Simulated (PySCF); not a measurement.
# C$_{3}$H$_{5}$ClOSi: one change and its effect

System: C$_{3}$H$_{5}$ClOSi.
Method of the first run: GIAO PBE0/STO-3G NMR shielding, non-relativistic, gas phase (PySCF 2.14.0).

The geometry comes from this level: PBE0-D3(BJ)/def2-SVP. Text and figures count atoms from 1; the logs count them from 0 in places.

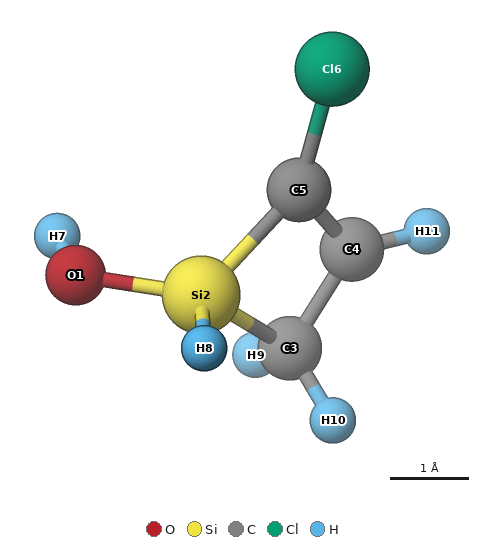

**Figure 1.** The structure as given in the input (ball-and-stick view, seen at a tilt; atoms are numbered from 1 in the order of the input).

### The input, the first run
```
{"job": {"kind": "nmr", "xc": "PBE0", "basis": "STO-3G", "pop": true}, "charge": 0, "multiplicity": 1}
O      2.309712     0.072144     0.552740
Si     0.954753    -0.154435    -0.378372
C     -0.581962    -1.047220     0.310108
C     -1.320788     0.233028    -0.028118
C     -0.402574     1.128543    -0.453356
Cl    -0.671545     2.747982    -0.948290
H      2.183446     0.457307     1.425124
H      1.485558    -0.640817    -1.677842
H     -0.567594    -1.273891     1.389268
H     -0.943000    -1.941464    -0.224284
H     -2.406130     0.385663     0.041641
```

The first line tells a small driver script what to run in PySCF; the rest is the geometry in Å.

Command:
```bash
OMP_NUM_THREADS=1 python <driver script> task.json out
```

Hardware: 1 CPU thread, shared host.

### Output (the first run)
```
coarse grid: 10696 points
cycle   1  E = -930.8898971272  dE =  5.386e-01  |g| = 5.467e-01  |ddm| = 4.414e+00
cycle   2  E = -930.8109949515  dE =  7.890e-02  |g| = 8.018e-01  |ddm| = 1.928e+00
cycle   3  E = -931.0007945591  dE = -1.898e-01  |g| = 7.533e-02  |ddm| = 1.214e+00
cycle   4  E = -931.0022355267  dE = -1.441e-03  |g| = 4.360e-02  |ddm| = 1.720e-01
cycle   5  E = -931.0027392544  dE = -5.037e-04  |g| = 1.596e-02  |ddm| = 6.602e-02
cycle   6  E = -931.0028124890  dE = -7.323e-05  |g| = 3.642e-03  |ddm| = 2.414e-02
cycle   7  E = -931.0028170777  dE = -4.589e-06  |g| = 4.261e-04  |ddm| = 6.252e-03
final grid: 95368 points
cycle   8  E = -930.9493412319  dE = -3.866e-06  |g| = 4.117e-03  |ddm| = 1.472e-02
cycle   9  E = -930.9493391609  dE =  2.071e-06  |g| = 4.822e-03  |ddm| = 1.387e-02
cycle  10  E = -930.9493470786  dE = -7.918e-06  |g| = 2.460e-04  |ddm| = 7.575e-03
cycle  11  E = -930.9493470967  dE = -1.805e-08  |g| = 7.215e-05  |ddm| = 4.036e-04
cycle  12  E = -930.9493470978  dE = -1.124e-09  |g| = 4.549e-05  |ddm| = 1.499e-04
cycle  13  E = -930.9493470984  dE = -6.205e-10  |g| = 3.690e-06  |ddm| = 5.662e-05
converged SCF energy = -930.9493470984

GIAO shielding tensors (ppm)
atom      isotropic    diamagn.    paramagn.     s11        s22        s33       span
  0 O      385.318     374.727      10.591    282.019    423.339    450.595    168.576
  1 Si     512.956     868.728    -355.772    446.675    542.637    549.556    102.880
  2 C      212.227     250.813     -38.586    199.563    206.637    230.481     30.917
  3 C      108.981     255.970    -146.990     20.126    125.970    180.846    160.720
  4 C      110.471     262.009    -151.538     31.578    128.063    171.771    140.193
  5 Cl     950.360    1127.103    -176.743    831.892   1000.655   1018.534    186.642
  6 H       34.348      30.161       4.187     27.740     31.879     43.424     15.683
  7 H       29.040      30.924      -1.884     25.267     26.432     35.420     10.153
  8 H       31.402      31.386       0.016     27.030     28.752     38.424     11.393
  9 H       31.231      30.719       0.512     27.020     27.502     39.171     12.150
 10 H       26.874      30.525      -3.651     24.165     24.997     31.461      7.296
```

The second run used a changed input.

### The two runs side by side

```csv
quantity,the first run,the second run
outcome,converged,converged
total energy (hartree),−930.949347,−941.594183
HOMO (eV),−4.93,−7.38
LUMO (eV),3.03,−0.42
dipole moment (D),2.26,2.63
shielding of O1 (ppm),385.3,289.4
shielding of Si2 (ppm),513.0,426.8
shielding of C3 (ppm),212.2,178.9
shielding of C4 (ppm),109.0,54.1
shielding of C5 (ppm),110.5,56.1
shielding of Cl6 (ppm),950.4,775.2
shielding of H7 (ppm),34.3,31.5
SCF iterations,13,14
basis functions,43,72
wall time (shared host),3.2 s,6.3 s
```

Which change of the input explains these differences?

The change (lines with − go, lines with + come):
```diff
-"basis": "STO-3G"
+"basis": "6-31G"
```

The total energy of the second run is 6679.7 kcal/mol lower, which measures the change of basis and not a stability. The HOMO goes from −4.93 to −7.38 eV. The LUMO goes from 3.03 to −0.42 eV. The dipole moment goes from 2.26 to 2.63 D. Of all shieldings, the largest change is that of Cl6, by −175.2 ppm. The SCF takes 14 iterations against 13. The basis functions go from 43 to 72.

### Output (the second run)
```
coarse grid: 10696 points
cycle   1  E = -941.5514956202  dE =  9.565e-01  |g| = 7.018e-01  |ddm| = 3.398e+00
cycle   2  E = -941.3895023110  dE =  1.620e-01  |g| = 1.146e+00  |ddm| = 1.750e+00
cycle   3  E = -941.6529413170  dE = -2.634e-01  |g| = 1.118e-01  |ddm| = 1.203e+00
cycle   4  E = -941.6560373934  dE = -3.096e-03  |g| = 3.827e-02  |ddm| = 1.729e-01
cycle   5  E = -941.6564210050  dE = -3.836e-04  |g| = 9.453e-03  |ddm| = 5.323e-02
cycle   6  E = -941.6564460178  dE = -2.501e-05  |g| = 2.382e-03  |ddm| = 1.555e-02
cycle   7  E = -941.6564469833  dE = -9.655e-07  |g| = 1.470e-03  |ddm| = 3.702e-03
final grid: 95368 points
cycle   8  E = -941.5941677719  dE = -5.239e-06  |g| = 7.616e-03  |ddm| = 1.654e-02
cycle   9  E = -941.5941468791  dE =  2.089e-05  |g| = 1.194e-02  |ddm| = 2.160e-02
cycle  10  E = -941.5941827568  dE = -3.588e-05  |g| = 1.141e-03  |ddm| = 1.372e-02
cycle  11  E = -941.5941830796  dE = -3.229e-07  |g| = 2.148e-04  |ddm| = 1.300e-03
cycle  12  E = -941.5941830904  dE = -1.074e-08  |g| = 8.243e-05  |ddm| = 3.068e-04
cycle  13  E = -941.5941830919  dE = -1.493e-09  |g| = 2.969e-05  |ddm| = 1.032e-04
cycle  14  E = -941.5941830921  dE = -2.383e-10  |g| = 4.086e-06  |ddm| = 4.242e-05
converged SCF energy = -941.5941830921

GIAO shielding tensors (ppm)
atom      isotropic    diamagn.    paramagn.     s11        s22        s33       span
  0 O      289.401     394.663    -105.261    259.917    294.117    314.170     54.252
  1 Si     426.777     879.497    -452.720    406.694    426.847    446.790     40.096
  2 C      178.867     255.673     -76.807    166.775    177.932    191.893     25.117
  3 C       54.089     260.275    -206.186    -55.818     69.608    148.476    204.294
  4 C       56.130     269.566    -213.436    -26.996     67.749    127.636    154.631
  5 Cl     775.162    1144.881    -369.719    552.286    788.596    984.604    432.318
  6 H       31.514      29.605       1.909     24.258     27.807     42.477     18.219
  7 H       27.179      29.130      -1.950     23.437     25.132     32.968      9.531
  8 H       30.831      31.034      -0.203     27.388     27.997     37.108      9.720
  9 H       30.696      30.719      -0.023     27.172     27.451     37.465     10.293
 10 H       25.831      30.224      -4.393     24.186     24.553     28.752      4.566
```
